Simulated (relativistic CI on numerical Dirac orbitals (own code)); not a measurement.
# Ca¹⁰⁺: one ion under different settings

How much do the settings matter for Ca¹⁰⁺? One ion, several inputs.

Program: relativistic CI on numerical Dirac orbitals (own code) version 3. Level of theory: Dirac-Coulomb-Breit CI, KLI orbitals optimised for each configuration, model QED (radiative potential, 1s self-energy scaled to tabulated hydrogen-like ionisation energies), numerical settings as typed. These are calculated values, not measurements, unless marked.

## Step 1: The atom as given

- ion: Ca¹⁰⁺ (Ca XI)
- nuclear charge: 20
- electrons: 10
- isotope: A = 40

## Step 2: An attempt

The run's settings:

```ini
atom Ca  Z=20  charge=10  electrons=10
nucleus A=40  rms_radius_fm=3.4776
hamiltonian dirac-coulomb  breit=on  qed=on  c_scale=1
orbitals kli  potential=per-configuration
slater_scale 1
correlation none
mixing on
grid step=0.0125 r_max=1.4
scf mixing=0.4 start=green max_iterations=71 tolerance=2e-08 node_fill=0.05
configurations
  [He] 2s2 2p6
  [He] 2s2 2p5 3s
  [He] 2s2 2p5 3p
  [He] 2s2 2p5 3d
  [He] 2s 2p6 3s
end
```

Launch:

```console
python run_levels.py task.json out
```

One command runs all members of the session, one after another, from task.json.

The program writes no log. Results of the run, from its result record (rounded, main fields):

```text
{
  "status": "not_converged",
  "warnings": ["orbital 2s not found"],
  "scf_steps of the first configuration [iteration, E_Ha, residual, outer_eigenvalue_Ha]": [
    [1, -633.9361194, 2.28, -34.14],
    [2, -640.4356721, 1.24, -28.16],
    [3, -643.2321199, 0.0779, -21.67],
    [4, -643.2466644, 0.0559, -22.04],
    [5, -643.2526041, 0.000199, -21.78],
    [6, -643.2526055, 6.69e-05, -21.78],
    [7, -643.2526064, 4.79e-06, -21.78],
    [8, -643.2526064, 4.5e-08, -21.78],
    [9, -643.2526064, 1.36e-08, -21.78]
  ]
}
```

Wall time 0.0075 s (1 thread of Intel Xeon Platinum 8488C, shared host).

Diagnosis: the run ended without a result. An orbital is not bound on this grid with the right number of nodes. The input had end of the grid 1.4. The cure is to let the grid reach far enough, with the usual settings.

## Step 3: The mended input

Settings: those of step 2 with these lines changed.

```diff
@@ -7,4 +7,4 @@
 mixing on
-grid step=0.0125 r_max=1.4
-scf mixing=0.4 start=green max_iterations=71 tolerance=2e-08 node_fill=0.05
+grid step=0.0125 r_max=9.3
+scf mixing=0.4 start=green max_iterations=150 tolerance=2e-08 node_fill=0.05
 configurations
```

Result record:

```text
{
  "status": "converged",
  "levels [i, E_cm, J2, conf, term, w_term, w_jj]": [
    [0, 0, 0, "2s2 2p6", "1S", 1, 1],
    [1, 2795133.6, 4, "2s2 2p5 3s", "3P*", 0.9998, 0.9998],
    [2, 2804122.4, 2, "2s2 2p5 3s", "3P*", 0.6242, 0.9143],
    [3, 2824956.8, 0, "2s2 2p5 3s", "3P*", 0.9997, 0.9997],
    [4, 2833022.9, 2, "2s2 2p5 3s", "1P*", 0.6233, 0.9142],
    [5, 2944970.5, 2, "2s2 2p5 3p", "3S", 0.9261, 0.449],
    [6, 2971112.4, 4, "2s2 2p5 3p", "3D", 0.6844, 0.963],
    [7, 2971194.8, 6, "2s2 2p5 3p", "3D", 1, 1],
    [8, 2979480.4, 2, "2s2 2p5 3p", "3D", 0.4355, 0.4614],
    [9, 2986265, 4, "2s2 2p5 3p", "3P", 0.6575, 0.9974],
    [10, 2999970.8, 2, "2s2 2p5 3p", "3D", 0.543, 0.8665],
    [11, 3001757.3, 0, "2s2 2p5 3p", "3P", 0.9897, 0.5682],
    [12, 3009423.7, 2, "2s2 2p5 3p", "3P", 0.6689, 0.8442],
    [13, 3009468.9, 4, "2s2 2p5 3p", "1D", 0.4304, 0.9627],
    "... 15 more rows left out ..."
  ],
  "total_energy [Ha]": -642.94478785,
  "n_levels_all": 29,
  "overlap": 1.18612e-12,
  "scf_iterations": [9, 10, 10, 10, 10],
  "orbital_energies [Ha]": {"1s": -154.995, "2s": -24.69, "2p1/2": -21.918, "2p3/2": -21.7778},
  "configurations [conf, odd, states, E_av_Ha, breit_Ha, qed_Ha]": [
    ["2s2 2p6", 0, 1, -643.2524423, 0.1831, 0.1249],
    ["2s2 2p5 3s", 1, 12, -630.4445217, 0.175, 0.1265],
    ["2s2 2p5 3p", 0, 36, -629.6300766, 0.1751, 0.1253],
    ["2s2 2p5 3d", 1, 60, -628.5683229, 0.1736, 0.1254],
    ["2s 2p6 3s", 0, 4, -627.1282511, 0.1769, 0.1209]
  ],
  "scf_steps of the first configuration [iteration, E_Ha, residual, outer_eigenvalue_Ha]": [
    [1, -633.9361325, 2.28, -34.14],
    [2, -640.4357064, 1.24, -28.16],
    [3, -643.2327794, 0.0759, -21.68],
    [4, -643.249587, 0.046, -22],
    [5, -643.2524446, 0.000836, -21.78],
    [6, -643.2524442, 0.000381, -21.78],
    [7, -643.2524423, 4.28e-06, -21.78],
    [8, -643.2524423, 1.07e-06, -21.78],
    [9, -643.2524423, 1.62e-08, -21.78]
  ]
}
```

It took 0.12 s on 1 thread of Intel Xeon Platinum 8488C, shared host.

## Step 4: Start potential bare

Settings: those of step 3 with these lines changed.

```diff
@@ -8,3 +8,3 @@
 grid step=0.0125 r_max=9.3
-scf mixing=0.4 start=green max_iterations=150 tolerance=2e-08 node_fill=0.05
+scf mixing=0.4 start=bare max_iterations=150 tolerance=2e-08 node_fill=0.05
 configurations
```

Result record:

```text
{
  "status": "converged",
  "levels [i, E_cm, J2, conf, term, w_term]": [
    [0, 0, 0, "2s2 2p6", "1S", 1],
    [1, 2795133.6, 4, "2s2 2p5 3s", "3P*", 0.9998],
    [2, 2804122.4, 2, "2s2 2p5 3s", "3P*", 0.6242],
    [3, 2824956.8, 0, "2s2 2p5 3s", "3P*", 0.9997],
    [4, 2833022.9, 2, "2s2 2p5 3s", "1P*", 0.6233],
    [5, 2944970.5, 2, "2s2 2p5 3p", "3S", 0.9261],
    [6, 2971112.4, 4, "2s2 2p5 3p", "3D", 0.6844],
    [7, 2971194.8, 6, "2s2 2p5 3p", "3D", 1],
    "... 21 more rows left out ..."
  ],
  "total_energy [Ha]": -642.94478785,
  "n_levels_all": 29,
  "overlap": 1.18657e-12,
  "scf_iterations": [10, 10, 10, 10, 10],
  "orbital_energies [Ha]": {"1s": -154.995, "2s": -24.69, "2p1/2": -21.918, "2p3/2": -21.7778},
  "configurations [conf, odd, states, E_av_Ha, breit_Ha, qed_Ha]": [
    ["2s2 2p6", 0, 1, -643.2524423, 0.1831, 0.1249],
    ["2s2 2p5 3s", 1, 12, -630.4445217, 0.175, 0.1265],
    ["2s2 2p5 3p", 0, 36, -629.6300766, 0.1751, 0.1253],
    ["2s2 2p5 3d", 1, 60, -628.5683229, 0.1736, 0.1254],
    ["2s 2p6 3s", 0, 4, -627.1282511, 0.1769, 0.1209]
  ],
  "scf_steps of the first configuration [iteration, E_Ha, residual, outer_eigenvalue_Ha]": [
    [1, -627.2410388, 4.08, -50.07],
    [2, -637.9586101, 2.49, -37.27],
    [3, -643.034206, 0.279, -21.01],
    [4, -643.170353, 0.189, -22.58],
    [5, -643.2524311, 0.0044, -21.8],
    [6, -643.2524447, 0.000448, -21.78],
    [7, -643.2524422, 3.96e-05, -21.78],
    [8, -643.2524423, 4.09e-06, -21.78],
    [9, -643.2524423, 2.24e-07, -21.78],
    [10, -643.2524423, 9.2e-09, -21.78]
  ]
}
```

Wall time 0.12 s (1 thread of Intel Xeon Platinum 8488C, shared host).

## Step 5: Nuclear radius 3.1298

The run's settings:

```ini
atom Ca  Z=20  charge=10  electrons=10
nucleus A=40  rms_radius_fm=3.1298
hamiltonian dirac-coulomb  breit=on  qed=on  c_scale=1
orbitals kli  potential=per-configuration
slater_scale 1
correlation none
mixing on
grid step=0.0125 r_max=9.3
scf mixing=0.4 start=green max_iterations=150 tolerance=2e-08 node_fill=0.05
configurations
  [He] 2s2 2p6
  [He] 2s2 2p5 3s
  [He] 2s2 2p5 3p
  [He] 2s2 2p5 3d
  [He] 2s 2p6 3s
end
```

Result record:

```text
{
  "status": "converged",
  "levels [i, E_cm, J2, conf, term, w_term]": [
    [0, 0, 0, "2s2 2p6", "1S", 1],
    [1, 2795132.8, 4, "2s2 2p5 3s", "3P*", 0.9998],
    [2, 2804121.6, 2, "2s2 2p5 3s", "3P*", 0.6242],
    [3, 2824956, 0, "2s2 2p5 3s", "3P*", 0.9997],
    [4, 2833022.2, 2, "2s2 2p5 3s", "1P*", 0.6233],
    [5, 2944970.1, 2, "2s2 2p5 3p", "3S", 0.9261],
    [6, 2971112, 4, "2s2 2p5 3p", "3D", 0.6844],
    [7, 2971194.5, 6, "2s2 2p5 3p", "3D", 1],
    "... 21 more rows left out ..."
  ],
  "total_energy [Ha]": -642.94496229,
  "n_levels_all": 29,
  "overlap": 1.18728e-12,
  "scf_iterations": [9, 10, 10, 10, 10],
  "orbital_energies [Ha]": {"1s": -154.996, "2s": -24.69, "2p1/2": -21.918, "2p3/2": -21.7778},
  "configurations [conf, odd, states, E_av_Ha, breit_Ha, qed_Ha]": [
    ["2s2 2p6", 0, 1, -643.2526174, 0.1831, 0.1249],
    ["2s2 2p5 3s", 1, 12, -630.4447001, 0.175, 0.1265],
    ["2s2 2p5 3p", 0, 36, -629.6302534, 0.1751, 0.1253],
    ["2s2 2p5 3d", 1, 60, -628.5684998, 0.1736, 0.1254],
    ["2s 2p6 3s", 0, 4, -627.1284208, 0.1769, 0.1209]
  ],
  "scf_steps of the first configuration [iteration, E_Ha, residual, outer_eigenvalue_Ha]": [
    [1, -633.9363054, 2.28, -34.14],
    [2, -640.4358809, 1.24, -28.16],
    [3, -643.2329545, 0.0759, -21.68],
    [4, -643.2497621, 0.046, -22],
    [5, -643.2526197, 0.000836, -21.78],
    [6, -643.2526193, 0.000381, -21.78],
    [7, -643.2526174, 4.28e-06, -21.78],
    [8, -643.2526174, 1.07e-06, -21.78],
    [9, -643.2526174, 1.62e-08, -21.78]
  ]
}
```

It took 0.11 s on 1 thread of Intel Xeon Platinum 8488C, shared host.

The changed nuclear radius is not that of the isotope named.

## Step 6: End of the grid 13.95, tolerance 1e-05

The run's settings:

```ini
atom Ca  Z=20  charge=10  electrons=10
nucleus A=40  rms_radius_fm=3.4776
hamiltonian dirac-coulomb  breit=on  qed=on  c_scale=1
orbitals kli  potential=per-configuration
slater_scale 1
correlation none
mixing on
grid step=0.0125 r_max=13.95
scf mixing=0.4 start=green max_iterations=150 tolerance=1e-05 node_fill=0.05
configurations
  [He] 2s2 2p6
  [He] 2s2 2p5 3s
  [He] 2s2 2p5 3p
  [He] 2s2 2p5 3d
  [He] 2s 2p6 3s
end
```

Result record:

```text
{
  "status": "converged",
  "levels [i, E_cm, J2, conf, term, w_term]": [
    [0, 0, 0, "2s2 2p6", "1S", 1],
    [1, 2795133.6, 4, "2s2 2p5 3s", "3P*", 0.9998],
    [2, 2804122.4, 2, "2s2 2p5 3s", "3P*", 0.6242],
    [3, 2824956.8, 0, "2s2 2p5 3s", "3P*", 0.9997],
    [4, 2833023, 2, "2s2 2p5 3s", "1P*", 0.6233],
    [5, 2944970.4, 2, "2s2 2p5 3p", "3S", 0.9261],
    [6, 2971112.4, 4, "2s2 2p5 3p", "3D", 0.6844],
    [7, 2971194.8, 6, "2s2 2p5 3p", "3D", 1],
    "... 21 more rows left out ..."
  ],
  "total_energy [Ha]": -642.94478781,
  "n_levels_all": 29,
  "overlap": 1.1874e-12,
  "scf_iterations": [7, 7, 7, 8, 7],
  "orbital_energies [Ha]": {"1s": -154.995, "2s": -24.69, "2p1/2": -21.918, "2p3/2": -21.7778},
  "configurations [conf, odd, states, E_av_Ha, breit_Ha, qed_Ha]": [
    ["2s2 2p6", 0, 1, -643.2524423, 0.1831, 0.1249],
    ["2s2 2p5 3s", 1, 12, -630.4445216, 0.175, 0.1265],
    ["2s2 2p5 3p", 0, 36, -629.6300766, 0.1751, 0.1253],
    ["2s2 2p5 3d", 1, 60, -628.5683229, 0.1736, 0.1254],
    ["2s 2p6 3s", 0, 4, -627.1282512, 0.1769, 0.1209]
  ],
  "scf_steps of the first configuration [iteration, E_Ha, residual, outer_eigenvalue_Ha]": [
    [1, -633.9361325, 2.28, -34.14],
    [2, -640.4357064, 1.24, -28.16],
    [3, -643.2327795, 0.0759, -21.68],
    [4, -643.2495869, 0.046, -22],
    [5, -643.2524446, 0.000836, -21.78],
    [6, -643.2524442, 0.000381, -21.78],
    [7, -643.2524423, 4.28e-06, -21.78]
  ]
}
```

It took 0.11 s on 1 thread of Intel Xeon Platinum 8488C, shared host.

## Step 7: Node fill 5

Settings: those of step 6 with these lines changed.

```diff
@@ -7,4 +7,4 @@
 mixing on
-grid step=0.0125 r_max=13.95
-scf mixing=0.4 start=green max_iterations=150 tolerance=1e-05 node_fill=0.05
+grid step=0.0125 r_max=9.3
+scf mixing=0.4 start=green max_iterations=82 tolerance=2e-08 node_fill=5
 configurations
```

Result record:

```text
{
  "status": "converged",
  "levels [i, E_cm, J2, conf, term, w_term]": [
    [0, 0, 0, "2s2 2p6", "1S", 0.9988],
    [1, 2803129.9, 4, "2s2 2p5 3s", "3P*", 0.9998],
    [2, 2811684.4, 2, "2s2 2p5 3s", "3P*", 0.601],
    [3, 2833341.9, 0, "2s2 2p5 3s", "3P*", 0.9997],
    [4, 2840653.6, 2, "2s2 2p5 3s", "1P*", 0.6002],
    [5, 2954602.6, 2, "2s2 2p5 3p", "3S", 0.9195],
    [6, 2978577.2, 4, "2s2 2p5 3p", "3D", 0.6717],
    [7, 2979017.3, 6, "2s2 2p5 3p", "3D", 1],
    "... 21 more rows left out ..."
  ],
  "total_energy [Ha]": -642.92576439,
  "n_levels_all": 29,
  "overlap": 9.68343e-13,
  "scf_iterations": [10, 10, 10, 11, 10],
  "orbital_energies [Ha]": {"1s": -153.314, "2s": -24.2144, "2p1/2": -21.3534, "2p3/2": -21.2189},
  "configurations [conf, odd, states, E_av_Ha, breit_Ha, qed_Ha]": [
    ["2s2 2p6", 0, 1, -643.2119096, 0.1798, 0.1244],
    ["2s2 2p5 3s", 1, 12, -630.3857898, 0.1716, 0.1257],
    ["2s2 2p5 3p", 0, 36, -629.5736807, 0.1718, 0.1248],
    ["2s2 2p5 3d", 1, 60, -628.5294904, 0.1707, 0.1248],
    ["2s 2p6 3s", 0, 4, -627.0775448, 0.174, 0.1205]
  ],
  "scf_steps of the first configuration [iteration, E_Ha, residual, outer_eigenvalue_Ha]": [
    [1, -633.9361325, 2.4, -34.14],
    [2, -640.7446814, 1.31, -27.86],
    [3, -643.1256801, 0.0826, -21.14],
    [4, -643.2228394, 0.039, -21.42],
    [5, -643.2120142, 0.000142, -21.22],
    [6, -643.2122499, 0.000615, -21.22],
    [7, -643.2119088, 2.55e-06, -21.22],
    [8, -643.2119059, 7.41e-06, -21.22],
    [9, -643.2119096, 3.13e-08, -21.22],
    [10, -643.2119096, 9.02e-09, -21.22]
  ]
}
```

It took 0.12 s on 1 thread of Intel Xeon Platinum 8488C, shared host.

This setting is unsound; the numbers are not properties of the ion.

## Step 8: Comparison

| setting | total energy less usual (Ha) | largest shift of a level among the lowest eight of both runs, same label and place (cm⁻¹) | SCF iterations | time | lowest level | kind of change |
| --- | --- | --- | --- | --- | --- | --- |
| usual | 0 | 0 | 49 | 0.12 s | 2p6 1S0 | - |
| start potential bare | 0 | 0 | 50 | 0.12 s | 2p6 1S0 | numerical |
| nuclear radius 3.1298 | -0.000174 | 0.734 | 49 | 0.11 s | 2p6 1S0 | unphysical constant |
| end of the grid 13.95, tolerance 1e-05 | 0 | 0.0800 | 36 | 0.11 s | 2p6 1S0 | numerical |
| node fill 5 | 0.019 | 9630 | 51 | 0.12 s | 2p6 1S0 | unsound |

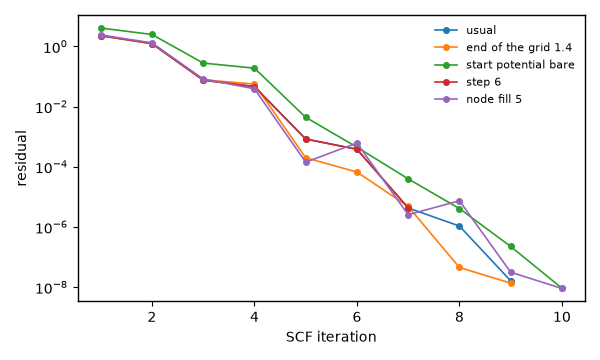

Residual of the first configuration's SCF.

## Step 9: Results

| quantity | value |
| --- | --- |
| lowest level, usual settings | 2p6 1S0 |
| total energy | -642.9448 Ha |
| first excitation | 346.55 eV |
| runs without a result | 1 |

**Reading.** Among the runs whose levels can be followed, they move most under «node fill 5» (unsound), by up to 9630 cm⁻¹. No visible change in the result comes from «start potential bare» or «end of the grid 13.95, tolerance 1e-05». Only the listed configurations are in the model.
